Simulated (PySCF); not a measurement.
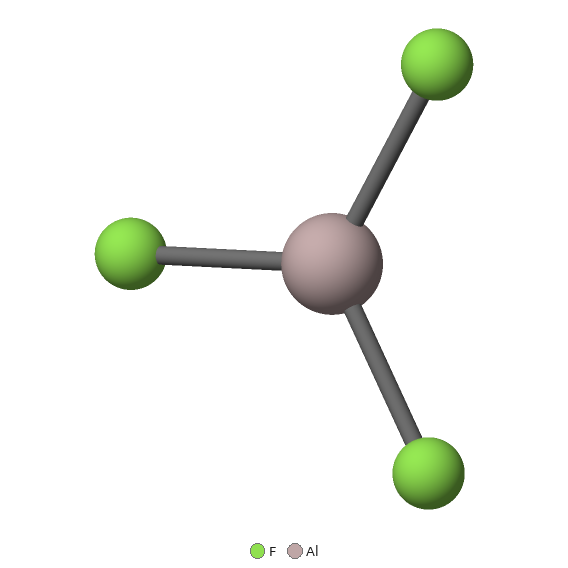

Computed geometry: PBE0-D3(BJ)/def2-SVP optimisation. No frequency run is at hand to confirm it as a minimum.

Draw it as a skeletal formula.

SMILES: [F][Al]([F])[F]

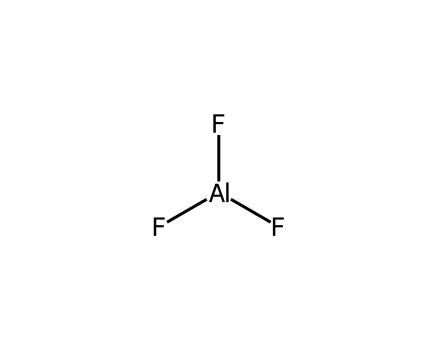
